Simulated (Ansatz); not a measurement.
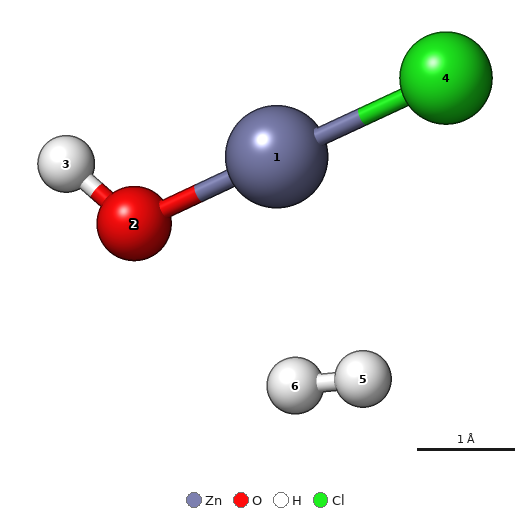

The starting structure (ball-and-stick view, seen at a tilt; atoms are numbered from 1 in the order of the input). Sticks mark near contacts. Bond lengths as drawn: Cl–Zn 2.11 Å, H–H 0.76 Å, H–O 0.96 Å and O–Zn 1.77 Å.

ZnH3ClO: nudged elastic band

ZnH3ClO, computed with RKS PBE0/def2-SVP (Ansatz 0.2.0).

It belongs to a series of runs on one base structure; here: band between the two ends. Figures and captions count atoms from 1; the log counts them from 0 in places.

**The input**
```yaml
crystal:
  periodic: [false, false, false]
  atoms:
    - { symbol: Zn, position_ang: [-0.21678, -0.066757, 0.216588] }
    - { symbol: O, position_ang: [-0.38295, -0.120146, 1.982781] }
    - { symbol: H, position_ang: [-1.248952, -0.361205, 2.324785] }
    - { symbol: Cl, position_ang: [-0.012868, -0.00183, -1.877971] }
    - { symbol: H, position_ang: [2.140803, 0.592465, 0.578782] }
    - { symbol: H, position_ang: [1.846849, 0.508272, 1.279937] }
basis:
  gaussian: { orbitals: def2-SVP }
hamiltonian:
  xc: pbe0
neb:
  order_check: false
  images: 5
  f_tol: 0.03
  max_iterations: 60
  final_atoms:
    - { symbol: Zn, position_ang: [0.95851787, 0.45457346, -0.12672416] }
    - { symbol: O, position_ang: [0.01736176, 0.14429011, 1.78150169] }
    - { symbol: H, position_ang: [-0.76436776, -0.33351485, 1.45335874] }
    - { symbol: Cl, position_ang: [-0.85551195, -0.39053659, -1.00436849] }
    - { symbol: H, position_ang: [2.38754614, 1.03536099, -0.11684215] }
    - { symbol: H, position_ang: [0.38255594, -0.35937412, 2.51797636] }
  initial_path:
    images:
      - { positions_ang: [[-0.21678, -0.066757, 0.216588], [-0.38295, -0.120146, 1.982781], [-1.248952, -0.361205, 2.324785], [-0.012868, -0.00183, -1.877971], [2.140803, 0.592465, 0.578782], [1.846849, 0.508272, 1.279937]] }
      - { positions_ang: [[-0.14017572, -0.0430756, 0.14221836], [-0.26340885, -0.08223657, 2.03289606], [-1.1459575, -0.33684967, 2.3674849], [0.00880066, 0.00394411, -2.00069784], [1.99874755, 0.55096652, 0.59095703], [1.66809587, 0.4580502, 1.3720435]] }
      - { positions_ang: [[-0.06357144, -0.0193942, 0.06784872], [-0.14386769, -0.04432714, 2.08301111], [-1.042963, -0.31249435, 2.41018479], [0.03046931, 0.00971823, -2.12342468], [1.8566921, 0.50946805, 0.60313207], [1.48934273, 0.40782841, 1.46415]] }
      - { positions_ang: [[0.01303283, 0.0042872, -0.00652092], [-0.02432654, -0.00641771, 2.13312617], [-0.93996851, -0.28813902, 2.45288469], [0.05213797, 0.01549234, -2.24615153], [1.71463665, 0.46796957, 0.6153071], [1.3105896, 0.35760661, 1.55625649]] }
      - { positions_ang: [[0.32819451, 0.15438262, -0.04658867], [-0.01043044, 0.04381823, 2.01591801], [-0.88143493, -0.3032643, 2.11970937], [-0.250412, -0.11985063, -1.83222385], [1.93893981, 0.65710004, 0.37125735], [1.00124505, 0.11861304, 1.87682978]] }
      - { positions_ang: [[0.64335619, 0.30447804, -0.08665641], [0.00346566, 0.09405417, 1.89870985], [-0.82290134, -0.31838957, 1.78653406], [-0.55296198, -0.25519361, -1.41829617], [2.16324297, 0.84623052, 0.1272076], [0.69190049, -0.12038054, 2.19740307]] }
      - { positions_ang: [[0.95851787, 0.45457346, -0.12672416], [0.01736176, 0.14429011, 1.78150169], [-0.76436776, -0.33351485, 1.45335874], [-0.85551195, -0.39053659, -1.00436849], [2.38754614, 1.03536099, -0.11684215], [0.38255594, -0.35937412, 2.51797636]] }
```

Run on 1 thread of Arm Neoverse V1, 24 GiB of memory available, shared host.

Command:
```bash
ansatz run input.yaml --threads 1 --pin off --max-ram 2048MiB --backend cpu --events-out ev --progress --plain --runs-dir out
```

**Log**
```
Engine: ansatz 0.2.0, aarch64-unknown-linux-gnu
Functional definition: PBE0
  parameter a = 0.25
  parameter kappa = 0.804
  parameter beta = 0.06672455060314922
  exchange = (1 - a)*pbe_x(kappa = kappa, mu = beta*pi^2/3) + a*exact_x
  correlation = pbe_c(beta = beta)
786 factors; integrals over basis functions are off by at most 4.3e-4 eV
mean field evaluation 1: about -63007.4314 eV, gradient 6.0e1 eV
mean field evaluation 2: about -62979.6088 eV, gradient 1.3e2 eV
mean field evaluation 4: about -63013.4890 eV, gradient 8.9e0 eV
mean field evaluation 8: about -63013.6885 eV, gradient 3.4e-1 eV
mean field evaluation 16: about -63013.6888 eV, gradient 8.5e-5 eV
mean field -63013.68881786 eV, -2315.7103518441 hartree, gradient 8.5e-5 eV, S^2 0.000000; 0 other end points of the search recorded, 0 dependent functions left out
the calculation of the forces begins
reference -63013.68884809 eV, -2315.7103529551 hartree; 29, 29 occupied and 49, 49 virtual orbitals, 786 factors
790 factors; integrals over basis functions are off by at most 9.0e-4 eV
mean field -63014.37307176 eV, -2315.7354977109 hartree, gradient 5.8e-5 eV, S^2 0.000000; 0 other end points of the search recorded, 0 dependent functions left out
[... from here on the field's lines of each further geometry are left out, up to the last ...]
NEB iter   1: max|band force component| = 1.659e1 eV/Å  barrier→ = 2.1918 eV  barrier← = 2.8761 eV  Δτ_max = 0.2000 Å  (178 SCF iters)
NEB iter   2: max|band force component| = 2.583e0 eV/Å  barrier→ = 1.0523 eV  barrier← = 1.7366 eV  Δτ_max = 0.1933 Å  (150 SCF iters)
NEB iter   3: max|band force component| = 1.710e0 eV/Å  barrier→ = 0.8364 eV  barrier← = 1.5206 eV  Δτ_max = 0.2000 Å  (146 SCF iters)
NEB iter   4: max|band force component| = 1.470e0 eV/Å  barrier→ = 0.7633 eV  barrier← = 1.4475 eV  Δτ_max = 0.1898 Å  (141 SCF iters)
NEB iter   5: max|band force component| = 2.101e0 eV/Å  barrier→ = 0.6834 eV  barrier← = 1.3676 eV  Δτ_max = 0.0985 Å  (143 SCF iters)
NEB iter   6: max|band force component| = 1.157e0 eV/Å  barrier→ = 0.5102 eV  barrier← = 1.1944 eV  Δτ_max = 0.0997 Å  (146 SCF iters)
NEB iter   7: max|band force component| = 1.339e0 eV/Å  barrier→ = 0.4798 eV  barrier← = 1.1640 eV  Δτ_max = 0.0482 Å  (146 SCF iters)
NEB iter   8: max|band force component| = 7.174e-1 eV/Å  barrier→ = 0.4981 eV  barrier← = 1.1823 eV  Δτ_max = 0.0503 Å  (148 SCF iters)
NEB iter   9: max|band force component| = 5.176e-1 eV/Å  barrier→ = 0.5286 eV  barrier← = 1.2128 eV  Δτ_max = 0.0500 Å  (150 SCF iters)
NEB iter  10: max|band force component| = 5.926e-1 eV/Å  barrier→ = 0.5567 eV  barrier← = 1.2409 eV  CI = image 2  Δτ_max = 0.0998 Å  (149 SCF iters)
NEB iter  11: max|band force component| = 7.611e-1 eV/Å  barrier→ = 0.6289 eV  barrier← = 1.3131 eV  CI = image 2  Δτ_max = 0.2000 Å  (142 SCF iters)
NEB iter  12: max|band force component| = 1.134e0 eV/Å  barrier→ = 0.6983 eV  barrier← = 1.3825 eV  CI = image 2  Δτ_max = 0.1003 Å  (146 SCF iters)
NEB iter  13: max|band force component| = 4.954e-1 eV/Å  barrier→ = 0.7070 eV  barrier← = 1.3912 eV  CI = image 2  Δτ_max = 0.1006 Å  (140 SCF iters)
NEB iter  14: max|band force component| = 1.345e-1 eV/Å  barrier→ = 0.6891 eV  barrier← = 1.3734 eV  CI = image 2  Δτ_max = 0.0203 Å  (146 SCF iters)
NEB iter  15: max|band force component| = 4.474e-2 eV/Å  barrier→ = 0.6889 eV  barrier← = 1.3731 eV  CI = image 2  Δτ_max = 0.0062 Å  (137 SCF iters)
the calculation of the forces begins
reference -63014.31290571 eV, -2315.7332866493 hartree; 29, 29 occupied and 49, 49 virtual orbitals, 792 factors
786 factors; integrals over basis functions are off by at most 1.3e-3 eV
mean field evaluation 704: about -63013.0001 eV, gradient 9.9e-5 eV
mean field -63013.00014267 eV, -2315.6850434975 hartree, gradient 2.1e-5 eV, S^2 0.000000; 1 other end points of the search recorded, 0 dependent functions left out
the calculation of the forces begins
reference -63013.00017398 eV, -2315.6850446481 hartree; 29, 29 occupied and 49, 49 virtual orbitals, 786 factors
NEB iter  16: max|band force component| = 1.466e-2 eV/Å  barrier→ = 0.6887 eV  barrier← = 1.3729 eV  CI = image 2  Δτ_max = 0.0000 Å  (235 SCF iters)
```

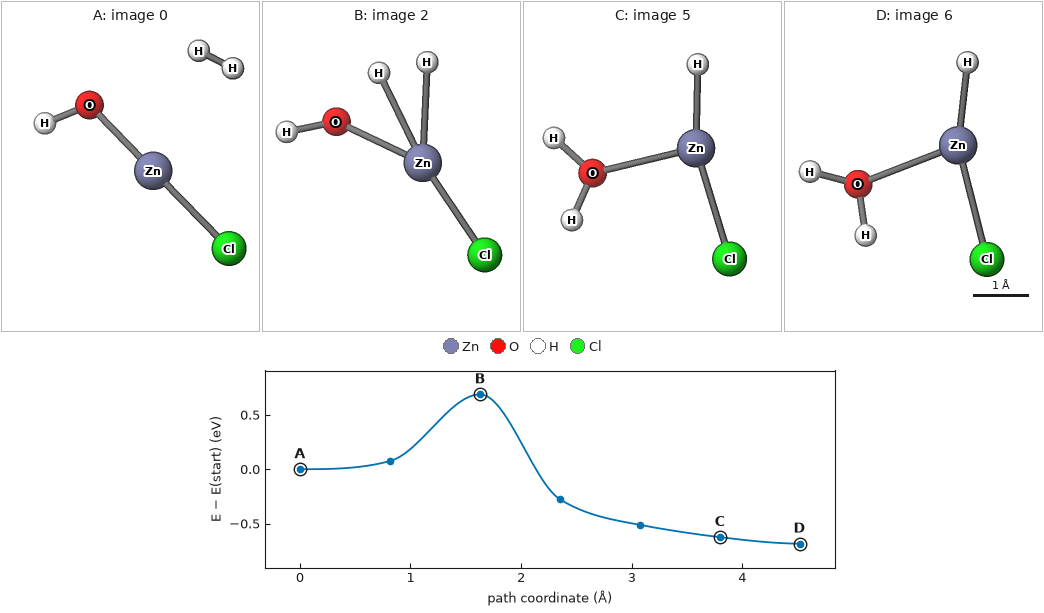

Images of the last band (counted from 0; ball-and-stick, seen at an oblique angle) above the energy along the path; the line is a cubic interpolation that uses the forces. The highest image is number 2, 0.689 eV above the start and 1.373 eV above the end (the climbing image); the end lies 0.684 eV below the start. The path is 4.52 Å long. The band converged in 16 iterations.

```
Total energy: -63013.00017398 eV, -2315.6850446481 hartree
Atom 0 at     0.284234     0.158323    -0.060523 Å, force    -0.001340    -0.000941     0.012378 eV/Å
Atom 1 at    -0.180882     0.231548     1.801388 Å, force     0.004964     0.008885    -0.011645 eV/Å
Atom 2 at    -0.648113    -0.436331     2.318977 Å, force     0.005691    -0.004655     0.000005 eV/Å
Atom 3 at    -0.282337    -0.116332    -2.081453 Å, force     0.000263     0.000439    -0.001333 eV/Å
Atom 4 at     1.836412     0.421228     0.934088 Å, force    -0.004489    -0.002516     0.003782 eV/Å
Atom 5 at     1.116788     0.292362     1.592423 Å, force    -0.005088    -0.001211    -0.003187 eV/Å
Dipole moment:     0.015250    -0.183249     0.523647 e Å
this run last wrote the band of iteration 16 to [file]
```

**The last band as extended XYZ (Å, eV, eV/Å)**
```
6
Properties=species:S:1:pos:R:3:forces:R:3 image=0 energy=-63013.68882
Zn   -0.2168   -0.0668    0.2166    0.0024   0.0007   0.0035
O    -0.3830   -0.1201    1.9828   -0.0032  -0.0007  -0.0021
H    -1.2490   -0.3612    2.3248   -0.0029  -0.0009   0.0003
Cl   -0.0129   -0.0018   -1.8780   -0.0005  -0.0002   0.0013
H     2.1408    0.5925    0.5788   -0.0018  -0.0005   0.0025
H     1.8468    0.5083    1.2799    0.0061   0.0016  -0.0055
6
Properties=species:S:1:pos:R:3:forces:R:3 image=1 energy=-63013.61283
Zn   -0.1836    0.0495    0.0692   -0.2036  -0.0466   0.0596
O    -0.3856    0.2123    1.8395   -0.1029  -0.0102   0.0060
H    -0.8105   -0.5170    2.3006   -0.0866  -0.0257  -0.0110
Cl   -0.1865   -0.0937   -2.0290    0.0631   0.0135   0.0198
H     2.1214    0.4958    0.8950    0.1317   0.0241  -0.0082
H     1.5710    0.4039    1.4295    0.1984   0.0449  -0.0662
6
Properties=species:S:1:pos:R:3:forces:R:3 image=2 energy=-63013.00014
Zn    0.2842    0.1583   -0.0605   -0.0013  -0.0009   0.0124
O    -0.1809    0.2315    1.8014    0.0050   0.0089  -0.0116
H    -0.6481   -0.4363    2.3190    0.0057  -0.0047   0.0000
Cl   -0.2823   -0.1163   -2.0815    0.0003   0.0004  -0.0013
H     1.8364    0.4212    0.9341   -0.0045  -0.0025   0.0038
H     1.1168    0.2924    1.5924   -0.0051  -0.0012  -0.0032
6
Properties=species:S:1:pos:R:3:forces:R:3 image=3 energy=-63013.96526
Zn    0.6584    0.2038   -0.2090    0.3621   0.0438  -0.1537
O    -0.2148    0.2605    1.7914   -0.0090   0.0210  -0.0146
H    -0.6286   -0.4473    2.3014    0.0451  -0.0180  -0.0020
Cl   -0.3925   -0.1223   -2.0288   -0.1382  -0.0132   0.0660
H     1.9524    0.4098    0.6916    0.1089   0.0053  -0.2583
H     0.7512    0.2463    1.9583   -0.3688  -0.0389   0.3627
6
Properties=species:S:1:pos:R:3:forces:R:3 image=4 energy=-63014.20007
Zn    0.8031    0.2684   -0.2455    0.0540   0.0116  -0.0049
O    -0.1347    0.1698    1.7260    0.0134  -0.0155  -0.0254
H    -0.7262   -0.4978    2.0943   -0.0510   0.0032  -0.0651
Cl   -0.6482   -0.1782   -1.7510   -0.0442  -0.0185   0.0680
H     2.1900    0.5888    0.3827    0.0702   0.0319  -0.0713
H     0.6422    0.1999    2.2984   -0.0424  -0.0127   0.0987
6
Properties=species:S:1:pos:R:3:forces:R:3 image=5 energy=-63014.31288
Zn    0.8843    0.3792   -0.2124    0.0231   0.0096   0.0083
O    -0.0246    0.1117    1.7167    0.0143  -0.0007  -0.0054
H    -0.7724   -0.4963    1.7759   -0.0228   0.0182  -0.0595
Cl   -0.8166   -0.2560   -1.3723   -0.0157  -0.0207   0.0617
H     2.3290    0.8350    0.1009    0.0326   0.0254  -0.0415
H     0.5264   -0.0229    2.4961   -0.0314  -0.0318   0.0365
6
Properties=species:S:1:pos:R:3:forces:R:3 image=6 energy=-63014.37307
Zn    0.9585    0.4546   -0.1267   -0.0102   0.0015  -0.0146
O     0.0174    0.1443    1.7815   -0.0103   0.0094  -0.0171
H    -0.7644   -0.3335    1.4534    0.0143   0.0054  -0.0012
Cl   -0.8555   -0.3905   -1.0044    0.0110   0.0027   0.0112
H     2.3875    1.0354   -0.1168   -0.0030  -0.0028   0.0016
H     0.3826   -0.3594    2.5180   -0.0018  -0.0162   0.0201
```

**Summary**

| quantity | value |
| --- | --- |
| outcome | converged |
| barrier, forward | 0.689 eV |
| barrier, backward | 1.373 eV |
| wall time | 4.2 min |
| peak memory | 0.16 GiB |

The order of the saddle point was not checked.
